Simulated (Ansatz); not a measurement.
# The perfect GaP wire along [111], 38 atoms a period, H-terminated, part 2 of 2

What gap, if any, does the GaP wire along [111], 38 atoms a period, H-terminated have, and how does it change with the functional?

Ansatz 0.2.0; DFT PBE, plane waves, PAW; relaxation of a wire's period; PAW set soft_1 (the session's first sound run).

So far: Starting point; The relaxed wire.

## Step 2: The relaxed wire (continued)

Relaxation path:

| step | energy less that of the first step (eV) | largest force component (eV/Å) | pressure (GPa) | volume (Å³) |
| --- | --- | --- | --- | --- |
| 1 | 0.0000 | 0.8189 | -0.19 | 3054.12 |
| 2 | -1.0468 | 0.3786 | -0.13 | 3054.06 |
| 3 | -1.3141 | 0.1204 | -0.02 | 3051.79 |
| 4 | -1.3224 | 0.0405 | 0.01 | 3055.54 |
| 5 | -1.3236 | 0.0152 | 0.00 | 3055.28 |
| 6* | -1.3237 | 0.0152 | 0.00 | 3055.28 |

Relaxation steps marked * repeat the geometry before them on a plane-wave basis chosen anew for their cell, so energy and pressure can jump there.

Forces are held to the 2 operations that the run works with; a distortion that breaks them can't arise in this run.

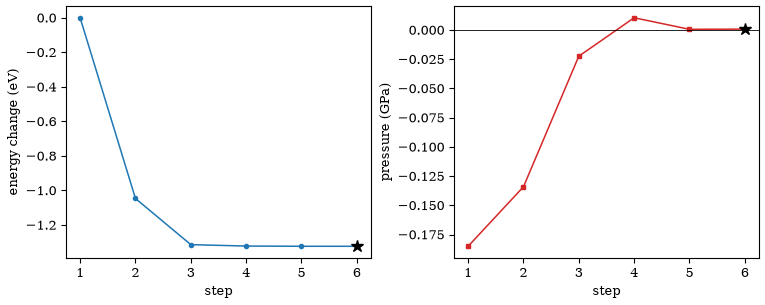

Energy and pressure along the relaxation. Stars mark steps on a basis chosen anew.

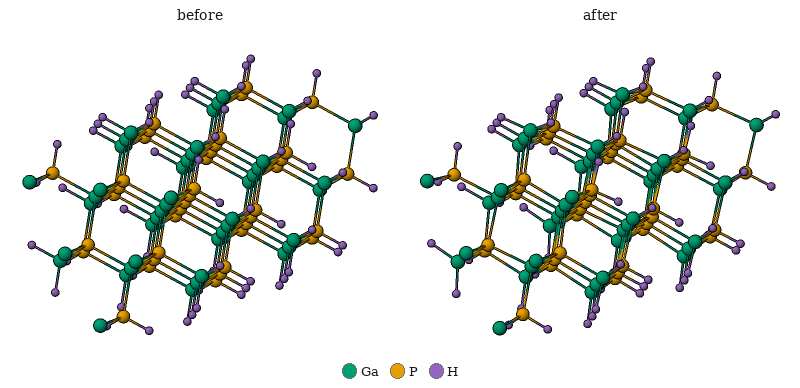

Before and after, at one scale.

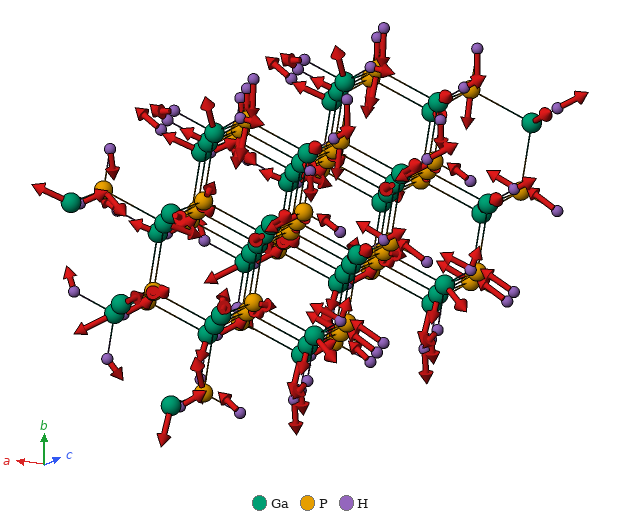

Displacements in the relaxation, exaggerated, measured against the changing cell; the longest in the cell stands for 0.14 Å. 1×1×2 cells are drawn. Some periodic images of atoms are drawn too.

| cell as run | before | after | change |
| --- | --- | --- | --- |
| c (Å) | 9.544 | 9.547 | +0.0 % |

The atoms that moved most (Å, along periodic axes as changes of fractional coordinates times the final cell, across vacuum about the mean position):

| atom | dx | dy | dz | length |
| --- | --- | --- | --- | --- |
| H41 | 0.118 | 0.068 | -0.011 | 0.137 |
| H43 | -0.118 | 0.068 | -0.011 | 0.137 |
| H42 | 0.000 | -0.136 | -0.011 | 0.136 |
| Ga26 | 0.000 | 0.123 | -0.059 | 0.136 |
| Ga28 | 0.106 | -0.061 | -0.060 | 0.136 |
| Ga23 | -0.106 | -0.061 | -0.060 | 0.136 |
| P5 | 0.105 | -0.061 | -0.054 | 0.133 |
| P10 | -0.105 | -0.061 | -0.054 | 0.133 |

This step gave:

```yaml
cell_length_along_the_wire: 9.547 Å
```

The cell's length comes to 9.547 Å with spin left out.

## Step 3: The wire at its relaxed period

This step: DFT PBE, plane waves, PAW; bands of a perfect wire; PAW set soft_1 (Ansatz 0.2.0).

At the relaxed period the bands are computed along the axis; those that cross an energy going forward count the channels that a perfect wire would open there.

Contents of input.yaml:

```yaml
crystal:
  lattice:
    - [17.172, 0.0, 0.0]
    - [0.0, 18.636, 0.0]
    - [0.0, 0.0, 9.5472282046]
  atoms:
    - { symbol: Ga, position: [0.267357104, 0.627568481, 0.9933965] }
    - { symbol: Ga, position: [0.388226106, 0.444322718, 0.008692652] }
    - { symbol: Ga, position: [0.500012984, 0.622741729, 0.008686431] }
    - { symbol: Ga, position: [0.732668864, 0.627568481, 0.9933965] }
    - { symbol: P, position: [0.279263686, 0.621220441, 0.244351354] }
    - { symbol: P, position: [0.384480925, 0.442319543, 0.256408352] }
    - { symbol: P, position: [0.500012984, 0.268897539, 0.244344245] }
    - { symbol: P, position: [0.500012984, 0.626719394, 0.256407794] }
    - { symbol: P, position: [0.615545043, 0.442319543, 0.256408352] }
    - { symbol: P, position: [0.720762282, 0.621220441, 0.244351354] }
    - { symbol: H, position: [0.196353798, 0.427171546, 0.278600546] }
    - { symbol: H, position: [0.276190376, 0.299755121, 0.278622164] }
    - { symbol: H, position: [0.420178415, 0.784419783, 0.278630171] }
    - { symbol: H, position: [0.579847553, 0.784419783, 0.278630171] }
    - { symbol: H, position: [0.723835592, 0.299755121, 0.278622164] }
    - { symbol: H, position: [0.80367217, 0.427171546, 0.278600546] }
    - { symbol: H, position: [0.210476055, 0.590807715, 0.301580164] }
    - { symbol: H, position: [0.273438507, 0.691314447, 0.301594201] }
    - { symbol: H, position: [0.437040911, 0.229195765, 0.301548635] }
    - { symbol: H, position: [0.562985057, 0.229195765, 0.301548635] }
    - { symbol: H, position: [0.726587461, 0.691314447, 0.301594201] }
    - { symbol: H, position: [0.789549913, 0.590807715, 0.301580164] }
    - { symbol: Ga, position: [0.266950702, 0.379789487, 0.327097766] }
    - { symbol: Ga, position: [0.391398184, 0.561572943, 0.341512511] }
    - { symbol: Ga, position: [0.500012984, 0.388213639, 0.341503171] }
    - { symbol: Ga, position: [0.500012984, 0.751776594, 0.327132138] }
    - { symbol: Ga, position: [0.608627784, 0.561572943, 0.341512511] }
    - { symbol: Ga, position: [0.733075267, 0.379789487, 0.327097766] }
    - { symbol: P, position: [0.279016867, 0.386211554, 0.578256459] }
    - { symbol: P, position: [0.386174074, 0.564350354, 0.589383207] }
    - { symbol: P, position: [0.500012984, 0.382650948, 0.589378014] }
    - { symbol: P, position: [0.500012984, 0.738941583, 0.57828155] }
    - { symbol: P, position: [0.613851894, 0.564350354, 0.589383207] }
    - { symbol: P, position: [0.721009101, 0.386211554, 0.578256459] }
    - { symbol: H, position: [0.1939593, 0.545791682, 0.612915941] }
    - { symbol: H, position: [0.307484489, 0.726989886, 0.612905184] }
    - { symbol: H, position: [0.386482813, 0.238535124, 0.612952973] }
    - { symbol: H, position: [0.613543155, 0.238535124, 0.612952973] }
    - { symbol: H, position: [0.692541479, 0.726989886, 0.612905184] }
    - { symbol: H, position: [0.806066668, 0.545791682, 0.612915941] }
    - { symbol: H, position: [0.211995491, 0.350553195, 0.6321227] }
    - { symbol: H, position: [0.500012984, 0.810250313, 0.632155529] }
    - { symbol: H, position: [0.788030477, 0.350553195, 0.6321227] }
    - { symbol: Ga, position: [0.269289326, 0.505641324, 0.661950967] }
    - { symbol: Ga, position: [0.386390131, 0.318737689, 0.661955523] }
    - { symbol: Ga, position: [0.382909052, 0.686987477, 0.661953999] }
    - { symbol: Ga, position: [0.500012984, 0.50378638, 0.669100019] }
    - { symbol: Ga, position: [0.617116916, 0.686987477, 0.661953999] }
    - { symbol: Ga, position: [0.613635837, 0.318737689, 0.661955523] }
    - { symbol: Ga, position: [0.730736642, 0.505641324, 0.661950967] }
    - { symbol: P, position: [0.278955983, 0.506905249, 0.913647812] }
    - { symbol: P, position: [0.392407073, 0.325824956, 0.913650393] }
    - { symbol: P, position: [0.386553327, 0.678643567, 0.913647668] }
    - { symbol: P, position: [0.500012984, 0.503791783, 0.919964925] }
    - { symbol: P, position: [0.613472641, 0.678643567, 0.913647668] }
    - { symbol: P, position: [0.607618895, 0.325824956, 0.913650393] }
    - { symbol: P, position: [0.721069985, 0.506905249, 0.913647812] }
    - { symbol: H, position: [0.192027642, 0.667619795, 0.946593699] }
    - { symbol: H, position: [0.500012984, 0.17610913, 0.946545416] }
    - { symbol: H, position: [0.807998326, 0.667619795, 0.946593699] }
    - { symbol: H, position: [0.211835694, 0.471199421, 0.966657563] }
    - { symbol: H, position: [0.325293136, 0.290109314, 0.966660429] }
    - { symbol: H, position: [0.386549046, 0.750061184, 0.966635764] }
    - { symbol: H, position: [0.613476922, 0.750061184, 0.966635764] }
    - { symbol: H, position: [0.674732832, 0.290109314, 0.966660429] }
    - { symbol: H, position: [0.788190274, 0.471199421, 0.966657563] }
    - { symbol: Ga, position: [0.500012984, 0.256251187, 0.993396811] }
    - { symbol: Ga, position: [0.611799862, 0.444322718, 0.008692652] }
kpoints:
  mp_grid: { grid: [1, 1, 9] }
  band_path: { path: ["Γ", Z], npoints: 90 }
scf:
  occupations: { method: fermi_dirac, width: 0.05 }
hamiltonian:
  xc: pbe
  pseudopotentials: { kind: paw, azcp: { folder: soft_1 } }
output:
  dos: { e_range: [-5, 4] }
  write_potential: true
  write_density: true
  volumetric_format: npy
```

Started as:

```bash
> ansatz run input.yaml --threads 4 --pin off --max-ram 16384MiB --backend cpu --events-out ev --progress --plain --runs-dir out
```

Numbers of over 12 decimals in the logs are rounded to 6 here.

Log:

```text
[...]
Crystal: 68 atoms, lattice volume = 3055.279 Å³
Basis set: ecut = 420 eV, 59625 PW (Γ)
Bands: 254, of which v1, the nominal top of the filled ones, is band 186 counted from 1 (185 counted from 0)
Symmetry: 2 space group operations
[...]
k-points: 5 of 9 (time reversal used)
[...]
SCF iter   1: F=—  HF=-86732.411526 eV  |F-HF|=—  |Δ(HF+E_count)|=         —  Δρ=3.65e-2  dr2=3.79e1  ethr=3.10e-3  ⟨swp⟩=8.6  Hψ=6461  notcnv=0  defer=132
[...]
SCF iter  11: F=-86720.808380 eV  HF=-86720.808380 eV  |F-HF|=1.15e-8  |Δ(HF+E_count)|=   8.33e-8  Δρ=5.93e-7  dr2=1.28e-8  ethr=2.69e-11  ⟨swp⟩=18.2  Hψ=7600  notcnv=0
SCF 1 converged in 11 iterations: F = -86720.808380 eV  dr2 = 1.28e-8
[...]
NSCF: frozen V_eff on 91 k-points
WARN: pass on a band path, mesh or list of k-points: the 91 k-points are solved 6 at a time at the most, because the 14.40 GiB of host memory that the pass is priced against does not hold them all with the solver's workspace as planned. The pass can take longer, above all where fewer k-points are solved at a time than the run has threads. As a rule a larger memory budget leaves room for more at once. The budget is what a run with no `--max-ram-frac` typed is planned for, 0.8 of the host's memory or its container's limit. More memory there lifts it, and so does a share over 0.88 that is typed (of such a share the budget is ten elevenths): [rest of the remark cut]
WARN: The input density's exchange-correlation potential varies sharply where the density is thin. Do not read a vacuum level from v_tot or v_xc, or from such a field of the output density. On a cell that repeats whose density bears no net charge and no dipole along the vacuum's axis use v_es (v_loc + v_h of the components); under efield.dipole_correction with no amplitude use v_es + v_field, which holds any external [...]
SCF converged after 11 iterations
the last check of whether an eigenvalue changes by more than its tolerance under the output density was not made (no_room)
Free energy (F): -86720.808380 eV
[...]
Internal energy: -86720.808380 eV  (E = F + TS)
E sigma→0 (E₀):  -86720.808380 eV
Fermi energy:    -0.848817 eV
[...]
--- Band table (eV; the first three rows and the last of 5) ---
  k-point 0: bands = [... 182 lower, -2.7682, -2.6426, -2.6423, -2.2527, 0.5899, 0.7668, 0.7681, 1.0374, ... 64 higher]
  k-point 1: bands = [... 182 lower, -2.7803, -2.6446, -2.6442, -2.3261, 0.6247, 0.7508, 0.7529, 1.0094, ... 64 higher]
  k-point 2: bands = [... 182 lower, -2.8244, -2.6566, -2.6561, -2.5341, 0.7013, 0.7472, 0.7504, 0.9329, ... 64 higher]
  k-point 4: bands = [... 182 lower, -2.8248, -2.8241, -2.7228, -2.7222, 0.7478, 0.7839, 0.7865, 0.8332, ... 64 higher]
```

The job ended after 48 min (4 threads of Arm Neoverse V2, shared host; peak memory 12 GiB).

Numbers from this step:

* band gap: 2.843 eV

Electronic bands along the path, in eV, zero at the Fermi level; v1 is the highest filled band, c1 the lowest empty one:

| point | v4 | v3 | v2 | v1 | c1 | c2 | c3 | c4 |
| --- | --- | --- | --- | --- | --- | --- | --- | --- |
| Γ | -1.92 | -1.79 | -1.79 | -1.40 | 1.44 | 1.62 | 1.62 | 1.89 |
| Z | -1.96 | -1.96 | -1.88 | -1.88 | 1.59 | 1.63 | 1.63 | 1.68 |

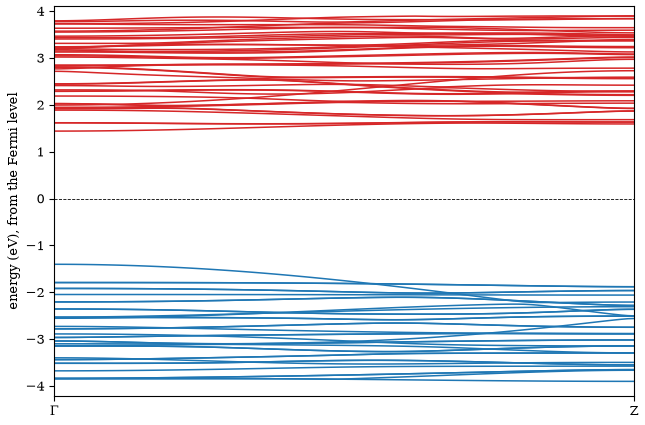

Electronic bands along the path; lines of filled and empty bands in two colours.

The gap is 2.84 eV, with spin left out.

On this path the gap is direct, 2.84 eV, with the valence top at Γ and the conduction bottom at Γ.

## Step 4: Levels at the same atoms, cutoff 500 eV, k-mesh 1×1×7

This step: DFT r2SCAN, plane waves, PAW; bands of a perfect wire at the PBE geometry; PAW set soft_1 (Ansatz 0.2.0).

The atoms stay at the PBE geometry and the functional changes. r2SCAN also reads the kinetic-energy density; it often gives larger moments and wider gaps than PBE, at a higher cost. Against the first PBE run of this kind, the cutoff is 500 eV against 420 and the mesh along the wire has 7 points against 9.

Changes to input.yaml since step 3:

```diff
@@ -75,3 +75,3 @@
 kpoints:
-  mp_grid: { grid: [1, 1, 9] }
+  mp_grid: { grid: [1, 1, 7] }
   band_path: { path: ["Γ", Z], npoints: 90 }
@@ -80,8 +80,3 @@
 hamiltonian:
-  xc: pbe
+  xc: r2scan
   pseudopotentials: { kind: paw, azcp: { folder: soft_1 } }
-output:
-  dos: { e_range: [-5, 4] }
-  write_potential: true
-  write_density: true
-  volumetric_format: npy
```

Log:

```text
[...]
Crystal: 68 atoms, lattice volume = 3055.279 Å³
Basis set: ecut = 500 eV, 77631 PW (Γ), exchange–correlation on 512×576×288 points (64 copies of the dense FFT grid, shifted against one another)
Bands: 254, of which v1, the nominal top of the filled ones, is band 186 counted from 1 (185 counted from 0)
Symmetry: 2 space group operations
[...]
k-points: 4 of 7 (time reversal used)
[...]
SCF iter   1: F=—  HF=-86935.820511 eV  |F-HF|=—  |Δ(HF+E_count)|=         —  Δρ=3.61e-2  dr2=3.41e1  dr2_τ=5.61e-1  ethr=3.10e-3  ⟨swp⟩=8.8  Hψ=5277  notcnv=0  defer=87
[...]
SCF iter  10: F=-86929.516149 eV  HF=-86929.516149 eV  |F-HF|=1.04e-7  |Δ(HF+E_count)|=   7.18e-7  Δρ=1.28e-6  dr2=6.65e-8  dr2_τ=1.60e-9  ethr=2.69e-11  ⟨swp⟩=16.5  Hψ=6925  notcnv=0
SCF 1 converged in 10 iterations: F = -86929.516149 eV  dr2 = 6.65e-8
[...]
SCF converged after 10 iterations
Free energy (F): -86929.516149 eV
[...]
Internal energy: -86929.516149 eV  (E = F + TS)
E sigma→0 (E₀):  -86929.516149 eV
Fermi energy:    -0.891721 eV
[...]
--- Band table (eV) ---
  k-point 0: bands = [... 182 lower, -2.9933, -2.8670, -2.8668, -2.4531, 0.6986, 0.8740, 0.8748, 1.2042, ... 64 higher]
  k-point 1: bands = [... 182 lower, -3.0186, -2.8700, -2.8697, -2.5773, 0.7565, 0.8560, 0.8575, 1.1926, ... 64 higher]
  k-point 2: bands = [... 182 lower, -3.0944, -2.9173, -2.8957, -2.8951, 0.8639, 0.8854, 0.8877, 1.0735, ... 64 higher]
  k-point 3: bands = [... 182 lower, -3.0657, -3.0651, -2.9461, -2.9456, 0.9209, 0.9478, 0.9499, 0.9804, ... 64 higher]
```

It took 1.6 h on 4 threads; peak memory 13 GiB; 6.1 h of CPU time.

Numbers from this step:

| Quantity | Value |
| --- | --- |
| band gap | 3.152 eV |

The electronic bands at the labelled points (eV, zero at the Fermi level; v1 is the highest filled band, c1 the lowest empty one):

| point | v4 | v3 | v2 | v1 | c1 | c2 | c3 | c4 |
| --- | --- | --- | --- | --- | --- | --- | --- | --- |
| Γ | -2.10 | -1.98 | -1.98 | -1.56 | 1.59 | 1.77 | 1.77 | 2.10 |
| Z | -2.16 | -2.15 | -2.07 | -2.07 | 1.82 | 1.84 | 1.84 | 1.86 |

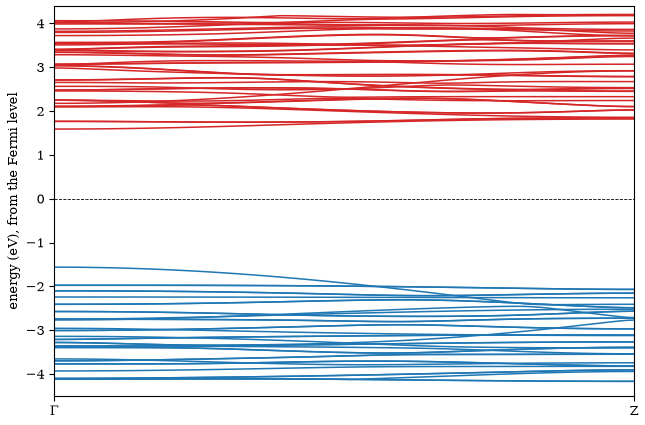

Electronic bands along the path; lines of filled and empty bands in two colours.

The gap is 3.15 eV, against 2.84 eV under PBE at the relaxed period.

## Step 5: Summary of results

* cell length, PBE: 9.547 Å
* gap, PBE: 2.84 eV
* gap, r2SCAN: 3.15 eV

What this shows: Under PBE the cell's length is 9.55 Å, and a gap of 2.84 eV makes it a semiconductor. At the relaxed period the wire is gapped under every functional, from 2.84 eV (PBE) to 3.15 eV (r2SCAN). Weak screening in one dimension makes quasiparticle gaps larger than the semilocal gaps, as a rule. Plain hydrogen on a compound's surface is a simple closure: it may leave surface states, and facets that end in unlike atoms put a field across the wire, both of which shrink the gap.

[Logs are printed without paths, hosts, clocks, repeated set-up lines and the standing remarks that a program may print on its own settings, such as how far it seeks lower states.]

[Hosts, paths, dates, database ids (printed as entryN), source tags and the programs' standing remarks are cut or masked in the printed files.]
